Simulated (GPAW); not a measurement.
**InP (F-43m): G0W0 on several meshes in GPAW**

Aim: the GW shift of InP (F-43m) against the k mesh.

Calculated with GPAW 26.7.0; PBE and many-body steps on it, plane waves.

The database entry behind the starting cell differs from later determinations by our own check (0.1 to 0.3 % short, probably kX units), so it need not match the best structure at ambient conditions.

**1. Set-up**

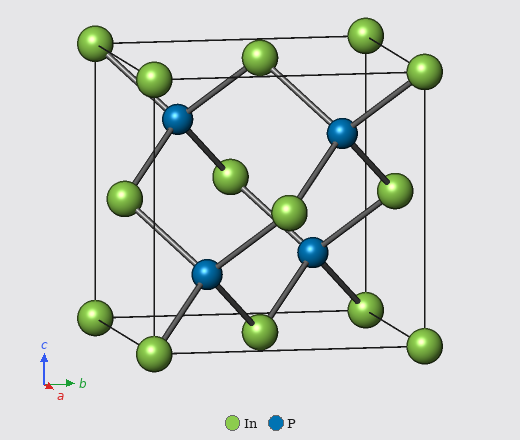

The starting structure, seen slightly off an axis (indium green, phosphorus blue). This picture shows the conventional cell, with its axes. Bonds to atoms that aren't drawn are left out. Some periodic images of atoms are drawn too.

As a file:

```cif
data_structure
_symmetry_space_group_name_H-M 'P 1'
_symmetry_Int_Tables_number 1
_cell_length_a 4.1444
_cell_length_b 4.1444
_cell_length_c 4.1444
_cell_angle_alpha 60.000
_cell_angle_beta 60.000
_cell_angle_gamma 60.000
_cell_volume 50.33
loop_
_atom_site_label
_atom_site_type_symbol
_atom_site_fract_x
_atom_site_fract_y
_atom_site_fract_z
_atom_site_occupancy
In1 In 0.00000 0.00000 0.00000 1
P2 P 0.25000 0.25000 0.25000 1
```

The cell and positions come from the Crystallography Open Database and are kept as given unless a step says otherwise.

**2. Empty states on the mesh, 6×6×6 mesh, 603 bands**

This step: GPAW 26.7.0; DFT, PBE, plane waves, PAW.

The sums over transitions need many empty states on a uniform mesh; this step solves for them.

File run.py:

```python
import json
import numpy as np
from gpaw.mpi import world
from gpaw import GPAW

calc = GPAW('gs.gpw').fixed_density(kpts={'size': (6, 6, 6), 'gamma': True},
    parallel={'domain': 1, 'band': 1},
    txt='nscf.txt')
calc.diagonalize_full_hamiltonian(nbands=603)
calc.write('full.gpw', mode='all')
res = {}
kpts = calc.get_ibz_k_points()
res['kpts'] = kpts
res['eigenvalues'] = [calc.get_eigenvalues(kpt=k) for k in range(len(kpts))]
res['n_electrons'] = calc.get_number_of_electrons()

if world.rank == 0:
    with open('result.json', 'w') as f:
        json.dump(res, f, default=lambda x: x.tolist())
```

On the command line:

```console
mpirun -n 4 gpaw python run.py
```

Numbers of over 12 decimals in the logs are rounded to 6 here.

Log:

```text
Diagonalizing LCAO Hamiltonian
Converting LCAO to pw mode
convergence criteria:
- Maximum integral of absolute [eigenst]ate change: 4e-08 eV^2 / valence electron
maximum number of iterations: 100

SCF iterations
|iter     |     time |      energy | eigst |  dens |
|iter:   1|  |             | +0.99 |       |
|iter:   2|  |             | -0.59 |       |
|iter:   3|  |             | -1.83 |       |
[...]
|iter:   7|  |             | -5.84 |       |
|iter:   8|  |             | -6.86 |       |
|iter:   9|  |             | -7.62c|       |
SCF steps: 9
  __  _  _
 | _ |_)|_||  |
 |__||  | ||/\| - 26.7.0

Input parameters:
  mode=PW(ecut=450.000000),
  convergence={'density': 1e-06, 'bands': -3},
  gpts=array([21, 21, 21]),
  kpts=MonkhorstPack(size=(6, 6, 6), gamma=True),
  maxiter=100,
  nbands=16,
  occupations=Occupations(name='fermi-dirac', width=0.001, fixmagmom=False),
  parallel={'domain': 1, 'band': 1},
  xc=XC(name='PBE')
Matrix size: 1092x1092
# Writing to full.gpw (mode='all')
  [... matrices ...]

timing:  # [seconds]
  Total: 7.586  # ━━━━━━━━━━━━━━━━━━━━━━━━━━━━━━━━━━━━━━━━━━━━━━━━━━━━━━━━━━━
```

Elapsed: 12 s, on 4 MPI ranks of Intel Xeon Platinum 8259CL at 2.50GHz (Skylake/Cascade Lake), shared host; peak memory 1.1 GiB; 49 s of CPU time.

This step gave:

| Quantity | Value |
| --- | --- |
| gap | 0.7081 eV |
| k of the valence top | 0, 0, 0 |
| k of the conduction bottom | 0, 0, 0 |
| least direct gap | 0.7081 eV |
| k points computed | 16 |
| lowest point of the top converged band, above the valence top | 289.0842 eV |

On this mesh the gap is 0.708 eV.

**3. 6×6×6**

G0W0 replaces the xc potential by the self-energy, built once from these orbitals. Only a window of levels is corrected, while the sums run over the empty bands that the input names.

This step: G0W0 on PBE, plane waves, PAW.

File run.py:

```python
import json
import numpy as np
from gpaw.mpi import world
from gpaw.response.g0w0 import G0W0

gw = G0W0('full.gpw',
    filename='gw',
    kpts=[0],
    bands=(7, 11),
    ecut=180,
    nbands=276,
    integrate_gamma='WS',
    ppa=True)
gw.calculate()
res = {mode: {k: v for k, v in r.items() if k != 'sigma_eskwn'}
       for mode, r in gw.all_results.items()}

if world.rank == 0:
    with open('result.json', 'w') as f:
        json.dump(res, f, default=lambda x: x.tolist())
```

On the command line:

```console
mpirun -n 4 gpaw python run.py
```

Log:

```text
Using integrator: PointIntegrator
FrequencyGridDescriptor(from 0.000+0.000j to 0.000+27.211j eV, 2 points)
Nonperiodic BCs:  [False False False]
Using integrator: PointIntegrator
FrequencyGridDescriptor(from 0.000+0.000j to 0.000+27.211j eV, 2 points)
Nonperiodic BCs:  [False False False]
  ___  _ _ _
 |   || | | |
 | | || | | |
 |__ ||_____|
 |___|

BZ k-points: Symmetries present (total): 24

  [... matrices ...]
216 k-points: 6 x 6 x 6 Monkhorst-Pack grid + [1/12,1/12,1/12]
16 k-points in the irreducible part of the Brillouin zone
       k-points in crystal coordinates                weights
   0:     0.00000000    0.00000000    0.00000000          1/216
   1:     0.16666667    0.16666667    0.00000000          6/216
   2:     0.16666667    0.16666667    0.16666667          8/216
   3:     0.33333333    0.16666667    0.16666667         12/216
   4:     0.33333333    0.33333333   -0.33333333         12/216
   5:     0.33333333    0.33333333    0.00000000          6/216
   6:     0.33333333    0.33333333    0.16666667         24/216
   7:     0.33333333    0.33333333    0.33333333          8/216
   8:     0.50000000    0.33333333   -0.33333333         24/216
   9:     0.50000000    0.33333333   -0.16666667         12/216
          ...
  15:     0.50000000    0.50000000    0.50000000          4/216

Distributing spins, k-points and bands (1 x 1 x 4) over 4 processes
Number of blocks: 1

Quasi particle states:
k-points (IBZ indices): [0]
Band range: (7, 11)
  [... matrices ...]
Computational parameters:
Plane wave cut-off: 180 eV
Number of bands: 276
Coulomb cutoff: None
Broadening: 0.1 eV

fxc modes: GW
Kernel: RPA
Using Godby-Needs plasmon-pole approximation:
  Fitting energy: i*E0, E0 = 1.000 Hartree
Summing all q:

Calculating screened Coulomb potential
No Coulomb truncation
FrequencyGridDescriptor(from 0.000+0.000j to 0.000+27.211j eV, 2 points)
Removing empty qpoint cache files...

Calculating chi0 body with:
    Ground state adapter containing:
    Number of spins: 1
    Number of kpoints: 216
    Number of irreducible kpoints: 16
    Number of completely occupied states: 9
    Number of partially occupied states: 9
    Occupied states memory: 1.271805 M / cpu

    Linear response parametrization:
    q_c: [1.3877787807814457e-17, 1.3877787807814457e-17, 1.3877787807814457e-17]
    Number of frequency points: 2
    Planewave cutoff: 180.0
    Number of bands: 276
    Number of planewaves: 283
    Broadening (eta): 1e-06
    comm.size: 4
    kncomm.size: 4
    blockcomm.size: 1

    Memory estimate of potentially large arrays:
        chi0_wGG: 2.444122 M / cpu
Integrating chi0 body.

Symmetries of q_c:
    Direct symmetries (Uq -> q): 24
    Indirect symmetries (TUq -> q): 24
In total 48 allowed symmetries.

  [... matrices ...]
16 groups of equivalent kpoints. 92.592593% reduction.

Integral kind: response function
Integrating chi0 head and wings.

Symmetries of q_c:
    Direct symmetries (Uq -> q): 24
    Indirect symmetries (TUq -> q): 24
In total 48 allowed symmetries.

  [... matrices ...]
16 groups of equivalent kpoints. 92.592593% reduction.

Integral kind: response function wings

Calculating chi0 body with:
    Ground state adapter containing:
    Number of spins: 1
    Number of kpoints: 216
    Number of irreducible kpoints: 16
    Number of completely occupied states: 9
    Number of partially occupied states: 9
[... the further q-points ...]

Results:
f:      Occupation numbers
eps:     KS-eigenvalues [eV]
vxc:     KS vxc [eV]
exx:     Exact exchange [eV]
sigma:   Self-energies [eV]
dsigma:  Self-energy derivatives
Z:       Renormalization factors
qp:      QP-energies [eV]

k-point 0 (0): (0.000, 0.000, 0.000)                GW
band       f     eps     vxc     exx   sigma  dsigma       Z      qp
                                                                   GW
   7   1.000   4.919 -15.136 -16.678   0.821  -0.286   0.778   4.358
   8   1.000   4.919 -15.136 -16.678   0.821  -0.286   0.778   4.358
   9   0.000   5.627 -14.063 -10.390  -3.571  -0.261   0.793   5.707
  10   0.000   8.984 -11.569  -7.135  -4.260  -0.259   0.794   9.122
```

Elapsed: 8.1 min, on 4 MPI ranks; peak memory 1.4 GiB; 32 min of CPU time.

Numbers from this step:

* G0W0 gap on the points computed: 1.349 eV
* least direct G0W0 gap on the computed points: 1.349 eV
* Z at the valence top: 0.7778
* Z at the conduction bottom: 0.7931
* starting gap on the mesh: 0.7081 eV
* k of the valence top: 0, 0, 0
* k of the conduction bottom: 0, 0, 0

The gap on the mesh goes from 0.71 eV to 1.35 eV, a correction of +0.64 eV.

**4. Empty states on the mesh, 4×4×4 mesh, 286 bands**

This step: DFT, PBE, plane waves, PAW.

File run.py:

```python
import json
import numpy as np
from gpaw.mpi import world
from gpaw import GPAW

calc = GPAW('gs.gpw').fixed_density(kpts={'size': (4, 4, 4), 'gamma': True},
    parallel={'domain': 1, 'band': 1},
    txt='nscf.txt')
calc.diagonalize_full_hamiltonian(nbands=286)
calc.write('full.gpw', mode='all')
res = {}
kpts = calc.get_ibz_k_points()
res['kpts'] = kpts
res['eigenvalues'] = [calc.get_eigenvalues(kpt=k) for k in range(len(kpts))]
res['n_electrons'] = calc.get_number_of_electrons()

if world.rank == 0:
    with open('result.json', 'w') as f:
        json.dump(res, f, default=lambda x: x.tolist())
```

On the command line:

```console
mpirun -n 4 gpaw python run.py
```

Log:

```text
Diagonalizing LCAO Hamiltonian
Converting LCAO to pw mode
convergence criteria:
- Maximum integral of absolute [eigenst]ate change: 4e-08 eV^2 / valence electron
maximum number of iterations: 100

SCF iterations
|iter     |     time |      energy | eigst |  dens |
|iter:   1|  |             | +1.01 |       |
|iter:   2|  |             | -0.69 |       |
|iter:   3|  |             | -1.98 |       |
[...]
|iter:   7|  |             | -6.38 |       |
|iter:   8|  |             | -7.39 |       |
|iter:   9|  |             | -7.96c|       |
SCF steps: 9
  __  _  _
 | _ |_)|_||  |
 |__||  | ||/\| - 26.7.0

Input parameters:
  mode=PW(ecut=450.000000),
  convergence={'density': 1e-06, 'bands': -3},
  gpts=array([21, 21, 21]),
  kpts=MonkhorstPack(size=(4, 4, 4), gamma=True),
  maxiter=100,
  nbands=16,
  occupations=Occupations(name='fermi-dirac', width=0.001, fixmagmom=False),
  parallel={'domain': 1, 'band': 1},
  xc=XC(name='PBE')
Matrix size: 1094x1094
# Writing to full.gpw (mode='all')
  [... matrices ...]

timing:  # [seconds]
  Total: 6.342  # ━━━━━━━━━━━━━━━━━━━━━━━━━━━━━━━━━━━━━━━━━━━━━━━━━━━━━━━━━━━
```

The job ended after 14 s (4 MPI ranks; peak memory 1 GiB).

Numbers from this step:

| Property | Result |
| --- | --- |
| gap | 0.7081 eV |
| k of the valence top | 0, 0, 0 |
| k of the conduction bottom | 0, 0, 0 |
| least direct gap | 0.7081 eV |
| k points computed | 8 |
| lowest point of the top converged band, above the valence top | 167.1883 eV |

On this mesh the gap is 0.708 eV.

**5. 4×4×4**

This step: G0W0 on PBE, plane waves, PAW.

File run.py:

```python
import json
import numpy as np
from gpaw.mpi import world
from gpaw.response.g0w0 import G0W0

gw = G0W0('full.gpw',
    filename='gw',
    kpts=[0],
    bands=(7, 11),
    ecut=180,
    nbands=276,
    integrate_gamma='WS',
    ppa=True)
gw.calculate()
res = {mode: {k: v for k, v in r.items() if k != 'sigma_eskwn'}
       for mode, r in gw.all_results.items()}

if world.rank == 0:
    with open('result.json', 'w') as f:
        json.dump(res, f, default=lambda x: x.tolist())
```

On the command line:

```console
mpirun -n 4 gpaw python run.py
```

Log:

```text
Using integrator: PointIntegrator
FrequencyGridDescriptor(from 0.000+0.000j to 0.000+27.211j eV, 2 points)
Nonperiodic BCs:  [False False False]
Using integrator: PointIntegrator
FrequencyGridDescriptor(from 0.000+0.000j to 0.000+27.211j eV, 2 points)
Nonperiodic BCs:  [False False False]
  ___  _ _ _
 |   || | | |
 | | || | | |
 |__ ||_____|
 |___|

BZ k-points: Symmetries present (total): 24

  [... matrices ...]
64 k-points: 4 x 4 x 4 Monkhorst-Pack grid + [1/8,1/8,1/8]
8 k-points in the irreducible part of the Brillouin zone
       k-points in crystal coordinates                weights
   0:     0.00000000    0.00000000    0.00000000          1/64
   1:     0.25000000    0.25000000    0.00000000          6/64
   2:     0.25000000    0.25000000    0.25000000          8/64
[...]
6:     0.50000000    0.50000000    0.25000000         24/64
   7:     0.50000000    0.50000000    0.50000000          4/64

Distributing spins, k-points and bands (1 x 1 x 4) over 4 processes
Number of blocks: 1

Quasi particle states:
k-points (IBZ indices): [0]
Band range: (7, 11)
  [... matrices ...]
Computational parameters:
Plane wave cut-off: 180 eV
Number of bands: 276
Coulomb cutoff: None
Broadening: 0.1 eV

fxc modes: GW
Kernel: RPA
Using Godby-Needs plasmon-pole approximation:
  Fitting energy: i*E0, E0 = 1.000 Hartree
Summing all q:

Calculating screened Coulomb potential
No Coulomb truncation
FrequencyGridDescriptor(from 0.000+0.000j to 0.000+27.211j eV, 2 points)
Removing empty qpoint cache files...

Calculating chi0 body with:
    Ground state adapter containing:
    Number of spins: 1
    Number of kpoints: 64
    Number of irreducible kpoints: 8
    Number of completely occupied states: 9
    Number of partially occupied states: 9
    Occupied states memory: 1.271805 M / cpu

    Linear response parametrization:
    q_c: [0.0, 0.0, 0.0]
    Number of frequency points: 2
    Planewave cutoff: 180.0
    Number of bands: 276
    Number of planewaves: 283
    Broadening (eta): 1e-06
    comm.size: 4
    kncomm.size: 4
    blockcomm.size: 1

    Memory estimate of potentially large arrays:
        chi0_wGG: 2.444122 M / cpu
Integrating chi0 body.

Symmetries of q_c:
    Direct symmetries (Uq -> q): 24
    Indirect symmetries (TUq -> q): 24
In total 48 allowed symmetries.

  [... matrices ...]
8 groups of equivalent kpoints. 87.5% reduction.

Integral kind: response function
Integrating chi0 head and wings.

Symmetries of q_c:
    Direct symmetries (Uq -> q): 24
    Indirect symmetries (TUq -> q): 24
In total 48 allowed symmetries.

  [... matrices ...]
8 groups of equivalent kpoints. 87.5% reduction.

Integral kind: response function wings

Calculating chi0 body with:
    Ground state adapter containing:
    Number of spins: 1
    Number of kpoints: 64
    Number of irreducible kpoints: 8
    Number of completely occupied states: 9
    Number of partially occupied states: 9
    Occupied states memory: 1.271805 M / cpu

[... the further q-points ...]

Results:
f:      Occupation numbers
eps:     KS-eigenvalues [eV]
vxc:     KS vxc [eV]
exx:     Exact exchange [eV]
sigma:   Self-energies [eV]
dsigma:  Self-energy derivatives
Z:       Renormalization factors
qp:      QP-energies [eV]

k-point 0 (0): (0.000, 0.000, 0.000)                GW
band       f     eps     vxc     exx   sigma  dsigma       Z      qp
                                                                   GW
   7   1.000   4.919 -15.136 -16.892   1.025  -0.288   0.777   4.352
   8   1.000   4.919 -15.136 -16.892   1.025  -0.288   0.777   4.352
   9   0.000   5.627 -14.063 -10.068  -3.881  -0.264   0.791   5.717
  10   0.000   8.984 -11.569  -7.081  -4.333  -0.260   0.794   9.106
```

Elapsed: 2.8 min, on 4 MPI ranks; peak memory 1.3 GiB; 11 min of CPU time.

Numbers from this step:

```
G0W0 gap on the points computed              : 1.366 eV
least direct G0W0 gap on the computed points : 1.366 eV
Z at the valence top                         : 0.7767
Z at the conduction bottom                   : 0.7912
starting gap on the mesh                     : 0.7081 eV
k of the valence top                         : 0, 0, 0
k of the conduction bottom                   : 0, 0, 0
```

Against G0W0 in GPAW (6×6×6 mesh, 276 bands, screening to 180 eV, Godby-Needs plasmon pole), the gap moves by +0.016 eV.

**6. Side by side**

Times are wall times on 4 MPI ranks of Intel Xeon Platinum 8259CL at 2.50GHz (Skylake/Cascade Lake), shared host. The host was busy with other work, so they are no guide to cost.

| run | mesh | bands | screening cutoff (eV) | DFT gap (eV) | gap on the mesh (eV) | direct (eV) | time |
| --- | --- | --- | --- | --- | --- | --- | --- |
| 6×6×6 | 6×6×6 | 276 | 180 | 0.708 | 1.349 | 1.349 | 8.1 min |
| 4×4×4 | 4×4×4 | 276 | 180 | 0.708 | 1.366 | 1.366 | 2.8 min |

**7. Results**

| Property | Result |
| --- | --- |
| 6×6×6 | 1.349 eV |
| 4×4×4 | 1.366 eV |
| known limits | not at the basis limit; no spin-orbit coupling; coarse k mesh |

**Reading.** 4×4×4: +0.016 eV against 6×6×6. Bands and cutoff are finite, so the gap is not at the basis limit. The miss can reach some tenths of an eV and take either sign; the mesh is an error of its own. These stock PAW sets were not made for GW. In the G0W0 runs levels were corrected at 1 k point alone, so a gap called «on the mesh» is the least over those, and an edge elsewhere would be missed. The many-body steps are scalar-relativistic: spin-orbit coupling is not in them.

[Paths, hosts, dates, memory and timing lines, banners, echoed tables and standing remarks are left out of the program output.]

[Logs are printed without paths, hosts, clocks, repeated set-up lines and the standing remarks that a program may print on its own settings, such as how far it seeks lower states.]

[Runs of the session that timed out or met a known fault of the program may be left out.]

[Hosts, paths, dates, database ids (printed as entryN), source tags and the programs' standing remarks are cut or masked in the printed files.]
